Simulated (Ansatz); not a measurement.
A series of calculations on SiPN2H5

**1. Relaxation**

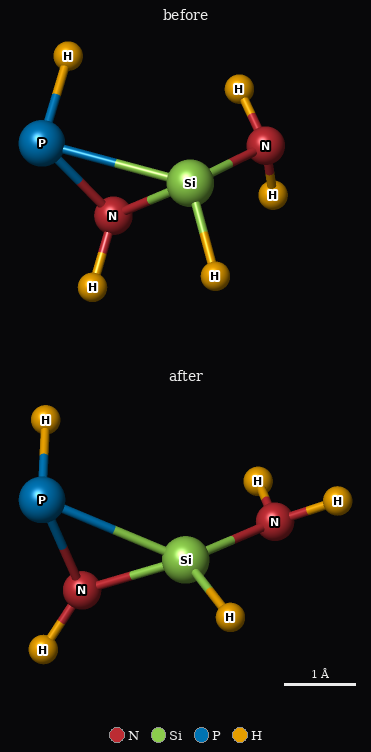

The structure of SiPN$_{2}$H$_{5}$ before (top) and after (bottom) a relaxation, at one scale.

A ball-and-stick model, seen at a tilt.

The run prepares an end point of a later path (torsion) calculation, from a guessed geometry.

All numbers below come from Ansatz 0.2.0, RKS PBE/def2-SVP.

Input file:
```yaml
crystal:
  periodic: [false, false, false]
  atoms:
    - { symbol: "N", position_ang: [-0.9647, 1.1274, 0.074] }
    - { symbol: Si, position_ang: [0.3897, 0.4694, 0.6741] }
    - { symbol: "N", position_ang: [0.5334, -0.5894, -0.6172] }
    - { symbol: P, position_ang: [0.4973, -1.7393, 0.5704] }
    - { symbol: H, position_ang: [-1.7243, 0.4403, 0.0493] }
    - { symbol: H, position_ang: [-0.8331, 1.3308, -0.931] }
    - { symbol: H, position_ang: [1.6132, 1.3214, 0.5085] }
    - { symbol: H, position_ang: [1.5547, -0.5059, -0.9714] }
    - { symbol: H, position_ang: [-0.9777, -1.9009, 0.6262] }
basis:
  gaussian: { orbitals: def2-SVP }
hamiltonian:
  xc: pbe
relax:
  f_tol: 0.015
  max_steps: 40
```

Launched with:
```bash
ansatz run input.yaml --threads 1 --pin off --max-ram 2048MiB --backend cpu --events-out ev --progress --plain --runs-dir out
```

What changed between the two?

Answer. The atom that moves furthest after the best rigid fit is H6 (1.47 Å). Largest moves by element: H 1.47 Å, N 0.49 Å, Si 0.43 Å, P 0.43 Å. Among the contacts that change: N3–P4 1.653 → 1.831 Å, N1–Si2 1.621 → 1.730 Å, N3–H8 1.084 → 1.022 Å, Si2–N3 1.676 → 1.714 Å. Bond angles that change, for instance: Si2–N3–H8 106.5° → 138.9°, N1–Si2–N3 92.5° → 115.9°, N3–Si2–H7 101.8° → 123.4°. Over 21 accepted moves (25 points after the start) the energy falls by 2.220 eV. The largest force component goes from 6.4 to 0.0091 eV/Å. The line search rejected the trial steps at points 6, 11, 13, 19 of the run. Cost: 50 s on 1 thread of Intel(R) Xeon(R) Platinum 8488C (Sapphire Rapids), on a shared host, peak memory 0.14 GiB.

**2. Relaxation**

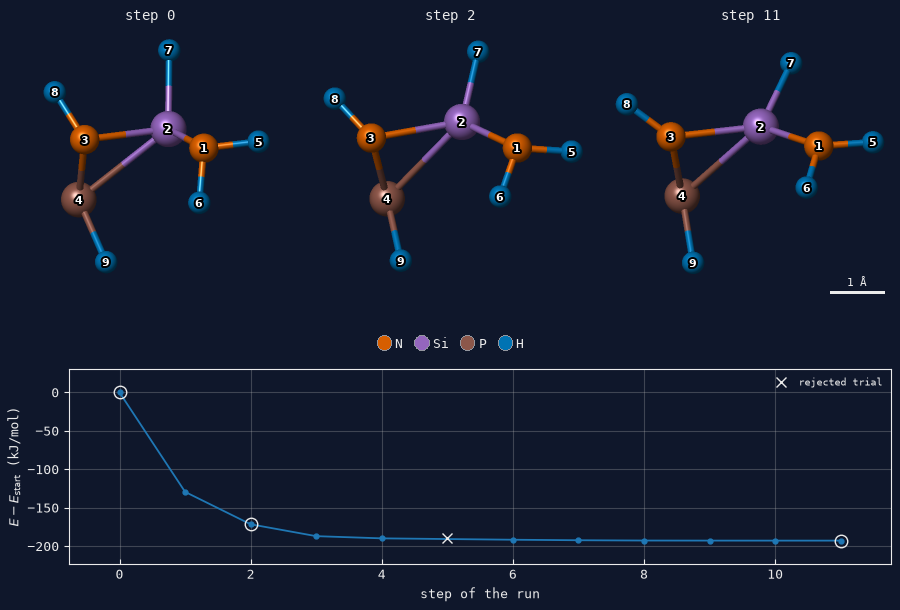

Frames of a relaxation of SiPN$_{2}$H$_{5}$, marked on the history of the run. Style: ball-and-stick. Shown at a tilt.

The run prepares an end point of a later path (torsion) calculation, from a guessed geometry.

Level of theory: Ansatz, RKS PBE/def2-SVP. Settings: no spin polarisation; force threshold 0.015 eV/Å; at most 40 steps.

Q: Describe the path.

A: H8 moves most after the best rigid fit: 0.65 Å. Largest moves by element: H 0.65 Å, P 0.32 Å, N 0.28 Å, Si 0.23 Å. Some distances before and after: N3–P4 1.653 → 1.834 Å, N1–Si2 1.621 → 1.729 Å, N3–H8 1.084 → 1.023 Å, Si2–N3 1.676 → 1.717 Å. Bond angles that change, for instance: Si2–N3–H8 106.5° → 137.2°, N1–Si2–N3 92.5° → 115.7°, N3–Si2–H7 101.8° → 123.4°. After 10 accepted moves (11 points after the start) the energy has fallen by 192.7 kJ/mol. The largest force component goes from 5.1 to 0.012 eV/Å. The line search rejected the trial step at point 5 of the run. The run took 25 s on 1 thread of Intel(R) Xeon(R) Platinum 8488C (Sapphire Rapids) (shared host), peak memory 0.14 GiB. From step 0 to 2: H8 moves most (0.39 Å), energy −171.4 kJ/mol. From step 2 to 11: H atoms move most (0.36 Å), energy −21.2 kJ/mol.

**3. Path**

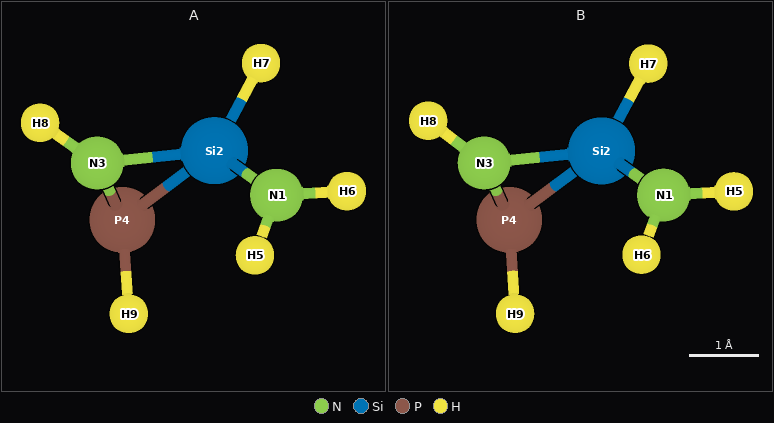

The two relaxed end points of a path for SiPN₂H₅. A ball-and-stick model, seen from a free direction.

Method: RKS PBE/def2-SVP in Ansatz 0.2.0.

Set-up: 7 movable images; climbing image; force threshold 0.05 eV/Å; iteration limit 60.

Start:
```xyz
9

N    -1.0214    1.2505   -0.3191
Si    0.4023    0.4319    0.2237
N     0.8634   -0.9485   -0.6824
P     0.6979   -1.6558    0.9983
H    -1.8038    0.6971   -0.6786
H    -1.3537    2.0648    0.2044
H     1.3708    1.4803    0.6807
H     1.6074   -1.2365   -1.3209
H    -0.6743   -2.1300    0.8767
```

End:
```xyz
9

N    -1.0225    1.2518   -0.3166
Si    0.3992    0.4289    0.2217
N     0.8512   -0.9533   -0.6908
P     0.6985   -1.6570    0.9964
H    -1.3528    2.0662    0.2076
H    -1.8049    0.7035   -0.6834
H     1.3738    1.4726    0.6768
H     1.6183   -1.2247   -1.3103
H    -0.6722   -2.1342    0.8815
```

> What barrier does the band find between them, and by what path?

The two ends have the same energy, and the highest point, image 5, lies 12.6 kJ/mol above the start. The motion is a rotation about the N1–Si2 bond. No bond forms or breaks between the ends. Among the angles between lasting bonds that change up to the highest image: Si2–N3–H8 138.9° → 126.2°, P4–N3–H8 122.0° → 114.6°. The band converged in 16 iterations. The largest component of the band force went from 460 to 0.029 eV/Å. The climbing image converged on the top of the path. Its vibrational analysis gives one imaginary mode (227i cm⁻¹), as a transition state must have.

Energies of the converged images:

| image | path (Å) | E (kJ/mol) |
| --- | --- | --- |
| 0 | 0.00 | 0.0 |
| 1 | 0.46 | 2.3 |
| 2 | 0.91 | 4.2 |
| 3 | 1.37 | 6.5 |
| 4 | 1.82 | 10.4 |
| 5 | 2.28 | 12.6 |
| 6 | 2.82 | 9.2 |
| 7 | 3.36 | 2.8 |
| 8 | 3.90 | 0.0 |

The geometry at the top of the path:

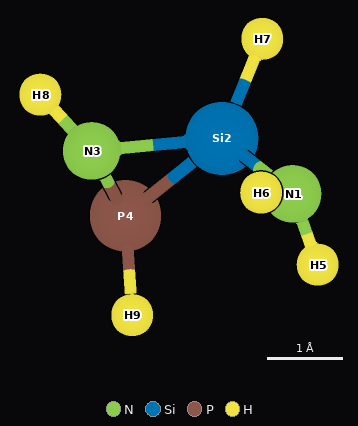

The run took 3.4 min on 1 thread of Intel(R) Xeon(R) Platinum 8488C (Sapphire Rapids) (shared host), peak memory 0.14 GiB.
